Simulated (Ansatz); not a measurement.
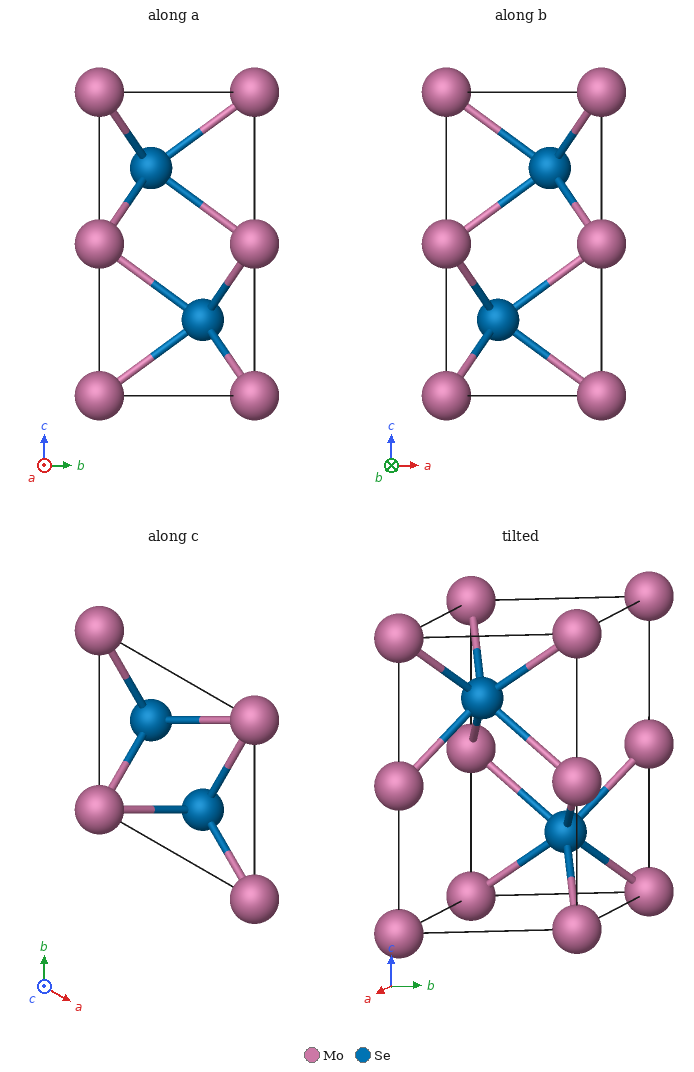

This ball-and-stick model is shown along the a axis, along the b axis, along the c axis and slightly off an axis. Lines trace the edges of the conventional unit cell.

Lattice parameters: a = 3.824 Å, b = 3.824 Å, c = 6.482 Å, α = 90.00°, β = 90.00°, γ = 120.00°.

Put the structure into a table of Wyckoff sites.

Answer. Space group P6_3/mmc (No. 194).
```tsv
atom	site	x	y	z
Mo	2a	0.0000	0.0000	0.0000
Se	2c	0.3333	0.6667	0.2500
```

The model was built from a structure type filled with these elements by a generator (whether the compound takes this form wasn't checked). Earlier steps of the study may have refined or changed the cell and positions. Ansatz was used for an electronic-structure calculation on it.

At this level of theory the cell isn't at rest (stretched, at -6 GPa), so its distances can differ from those at equilibrium, the more so the softer the solid.
